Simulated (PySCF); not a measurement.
# [Y(H2CO)]3+: other functionals and bases at one geometry

Aim: see how levels, charges and forces of [Y(H2CO)]3+ depend on the level of theory. The structure is generated, not taken from experiment.

Method: several levels, as the steps say, no spin–orbit coupling; program: PySCF 2.14.0.

1 further run of the same task is left out (for a known fault of the program).

## (1) Starting geometry

5 atoms, charge 3, spin multiplicity 1.

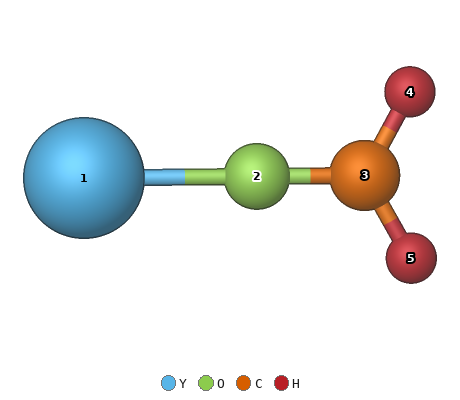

The geometry (yttrium blue, oxygen green, carbon orange, hydrogen red); atoms are numbered from 1 in the order of the file.

As a file:

```csv
atom,x (Å),y (Å),z (Å)
Y1,0.00000,0.00000,-0.48443
O2,0.00000,0.00000,1.55312
C3,0.00000,0.00000,2.82346
H4,0.97370,0.00000,3.36567
H5,-0.97370,0.00000,3.36567
```

Formal oxidation states: Y +3. An earlier session relaxed this geometry at PBE0, Y def2-SVP with ECP28, O def2-SVP, C def2-SVP, H def2-SVP (singlet, point group C2v).

At PBE0 on the finer grid: E = -151.286847 Eh, HOMO -25.60 eV, LUMO -19.97 eV, Mulliken charge on Y1 +2.37 e, largest force component 0.011 eV/Å. 

Levels to run: BP86; CAM-B3LYP; PBE0, TZVP. Hardware: 2 threads of Intel Xeon at 2.60GHz (Ice Lake), shared host.

## (2) BP86

Contents of run.py (the lines that set the calculation):

```python
mol = gto.M(atom='''
Y      0.00000     0.00000    -0.48443
O      0.00000     0.00000     1.55312
C      0.00000     0.00000     2.82346
H      0.97370     0.00000     3.36567
H     -0.97370     0.00000     3.36567''',
    basis={'Y': 'def2-SVP', 'O': 'def2-SVP', 'C': 'def2-SVP', 'H': 'def2-SVP'},
    ecp={'Y': 'def2-SVP'},
    charge=3, spin=0)
mf = dft.RKS(mol, xc='B88,P86')
mf.grids.atom_grid = (75, 302)
mf = mf.density_fit()  # fitting sets: Y def2-universal-JKFIT, O def2-universal-JKFIT, C def2-universal-JKFIT, H def2-universal-JKFIT
mf.conv_tol = 1e-08; mf.max_cycle = 55
mf.kernel(dm0)  # dm0: the density of the relaxed state
```

Run with:

```console
OMP_NUM_THREADS=2 python run.py
```

## (3) CAM-B3LYP

run.py (the lines that set the calculation): that of step 2 with these lines changed.

```diff
@@ -9,3 +9,3 @@
     charge=3, spin=0)
-mf = dft.RKS(mol, xc='B88,P86')
+mf = dft.RKS(mol, xc='CAMB3LYP')
 mf.grids.atom_grid = (75, 302)
```

## (4) PBE0, TZVP

Basis: Y def2-TZVP with ECP28, O def2-TZVP, C def2-TZVP, H def2-TZVP. 

Contents of run.py (the lines that set the calculation):

```python
mol = gto.M(atom='''
Y      0.00000     0.00000    -0.48443
O      0.00000     0.00000     1.55312
C      0.00000     0.00000     2.82346
H      0.97370     0.00000     3.36567
H     -0.97370     0.00000     3.36567''',
    basis={'Y': 'def2-TZVP', 'O': 'def2-TZVP', 'C': 'def2-TZVP', 'H': 'def2-TZVP'},
    ecp={'Y': 'def2-TZVP'},
    charge=3, spin=0)
mf = dft.RKS(mol, xc='PBE0')
mf.grids.atom_grid = (75, 302)
mf = mf.density_fit()  # fitting sets: Y def2-universal-JKFIT, O def2-universal-JKFIT, C def2-universal-JKFIT, H def2-universal-JKFIT
mf.conv_tol = 1e-08; mf.max_cycle = 55
mf.kernel(dm0)  # dm0: free metal ions and neutral atoms
```

Q: Predict the outcome of this session. Wanted: for each run, HOMO; gap; charge on Y1; dipole; largest force.

The runs gave:

| level | state | HOMO (eV) | gap (eV) | charge on Y1 (e) | dipole (D) | largest force (eV/Å) | basis functions | time |
| --- | --- | --- | --- | --- | --- | --- | --- | --- |
| PBE0 (relaxed here) | singlet | -25.60 | 5.63 | 2.37 | 1.59 | 0.01 | 69 | 5.1 s |
| BP86 | singlet | -24.40 | 3.26 | 2.30 | 2.06 | 0.46 | 69 | 2.7 s |
| CAM-B3LYP | singlet | -26.96 | 8.10 | 2.37 | 1.43 | 0.17 | 69 | 2.8 s |
| PBE0, TZVP | singlet | -25.55 | 5.61 | 2.46 | 1.65 | 0.32 | 114 | 5.3 s |

Times are on 2 threads of Intel Xeon at 2.60GHz (Ice Lake), shared host; the first row also made further properties. The dipole of a charged species depends on the origin, so these sizes hold for this origin alone.

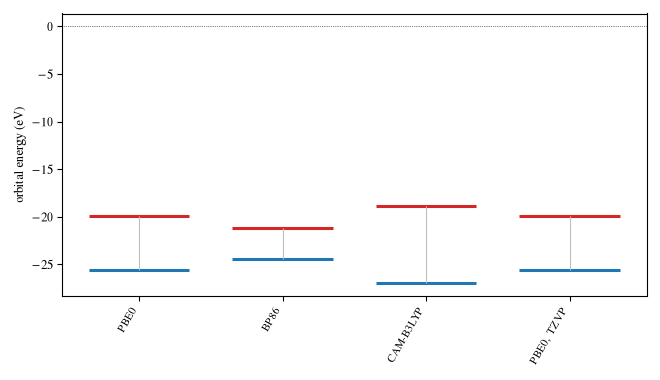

Highest filled and lowest empty level, method by method.

In one basis the HOMO–LUMO gap runs from 3.26 eV (BP86) to 8.10 eV (CAM-B3LYP). The largest leftover force, 0.46 eV/Å with BP86, stands at a geometry relaxed at another level. The Mulliken charge on Y spans +2.30 to +2.46 e over the levels. Total energies of different levels can't be compared. Spin–orbit coupling is left out throughout.
